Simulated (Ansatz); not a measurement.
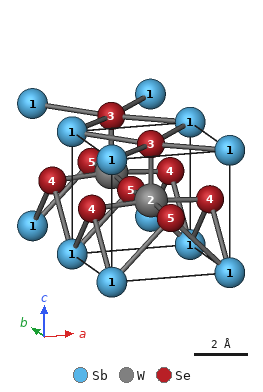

Starting structure of crystalline SbWSe3 (built on the tetragonal perovskite type) (coarse preliminary run). Style: ball-and-stick. Shown: the cell of the calculation, repeated 1 × 2 × 1 with one cell outlined, slightly off an axis.

Case: tetragonal perovskite type (P4mm, No. 99).

These are results of Ansatz 0.2.0, DFT PBE, scalar-relativistic, plane waves, PAW, not measurements.

Input
```yaml
crystal:
  lattice:
    - [4.6993419216, 0.0, 0.0]
    - [0.0, 4.6993419216, 0.0]
    - [0.0, 0.0, 4.7582309181]
  atoms:
    - { symbol: Sb, position: [0.0, 0.0, 0.0] }
    - { symbol: W, position: [0.5, 0.5, 0.515] }
    - { symbol: Se, position: [0.5, 0.5, 0.975] }
    - { symbol: Se, position: [0.0, 0.5, 0.485] }
    - { symbol: Se, position: [0.5, 0.0, 0.485] }
basis:
  ecutwfc: 420
kpoints:
  mp_grid: { grid: [4, 4, 4] }
hamiltonian:
  xc: pbe
scf:
  occupations: { method: gaussian, width: 0.1 }
  lower_state_search: "off"
output:
  forces: true
  stress: true
  eigenvalues: true
relax:
  adjacent_minimum: "off"
  f_tol: 0.04
  max_steps: 70
  cell: { stress_tol: 0.4 }
```

Launched with:
```bash
ansatz run input.yaml --threads 1 --pin off --max-ram 2560MiB --backend cpu --events-out ev --progress --plain --runs-dir out
```

### Predict the outcome.

The atom that moves furthest relative to the cell is Sb1 (0.97 Å along +c). Largest moves by element: Sb 0.97 Å, Se 0.45 Å, W 0.22 Å. The volume changes by +32.5 %, with a = b 4.699 → 4.779 Å (+1.7 %), c 4.758 → 6.095 Å (+28.1 %). Some distances before and after: W2–Se3 2.569 → 3.809 Å, Se3–Se4 3.310 → 3.947 Å, Sb1–Se4 3.293 → 2.844 Å, Sb1–Se3 3.325 → 3.662 Å. Bonds break, among them: W2–Se3 (2.57 → 3.81 Å). Among the angles between lasting bonds that change: Se4–W2–Se4 173.0° → 140.6°, W2–Se4–W2 173.0° → 140.6°, Se3–W2–Se4 93.5° → 109.7°. The space group stays P4mm (No. 99). The energy falls by 2.327 eV per cell of the calculation in 16 accepted moves (19 points after the start). The largest force component goes from 4.4 to 0.0072 eV/Å. The pressure goes from 19.35 to 0.03 GPa. The line search rejected the trial step at point 12 of the run. At 2 points the geometry stayed and the basis and grid were re-selected for the new cell (energy shift of 41.6 meV per cell of the calculation at most each time). Cost: 3.4 min on 1 thread of Arm Neoverse V1, with other jobs on the host, peak memory 0.39 GiB.

Step by step:

```tsv
step	E − E(0), meV/atom	largest force component, eV/Å	pressure, GPa	volume, Å³/atom	note
0	0.00	4.3938	19.35	21.016	
1	-240.34	0.8418	0.29	24.148	
2	-311.24	1.1147	-0.16	24.356	
3	-376.87	1.2870	-0.18	24.627	
4	-410.62	1.0675	1.03	24.882	
5	-418.26	0.3480	1.44	25.649	
6	-426.49	0.4323	0.08	25.670	
7	-429.33	0.2387	-0.19	25.853	
8	-431.84	0.0866	0.10	26.085	
9	-434.30	0.0726	0.37	26.303	
10	-441.16	0.2985	0.64	26.639	
11	-448.46	0.6168	0.80	26.673	
12	-447.75	0.3704	-0.59	26.508	rejected
13	-451.13	0.1011	-0.10	26.687	
14	-451.22	0.0165	0.01	26.672	
15	-459.54	0.0154	0.53	26.672	same geometry, new basis
16	-463.70	0.1503	0.08	27.426	
17	-465.11	0.0525	-0.06	27.776	
18	-465.21	0.0075	0.04	27.841	
19	-465.36	0.0072	0.03	27.841	same geometry, new basis
```

Final geometry:

```
Sb W Se
1.0
     4.77899    0.00000    0.00000
     0.00000    4.77899    0.00000
     0.00000    0.00000    6.09520
Sb W Se
1 1 3
Cartesian
  0.0000 0.0000 0.9660
  2.3895 2.3895 3.3635
  2.3895 2.3895 5.6493
  0.0000 2.3895 2.5077
  2.3895 0.0000 2.5077
```

The end point in the same view:

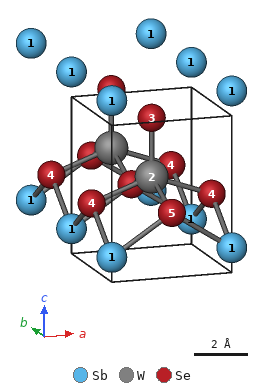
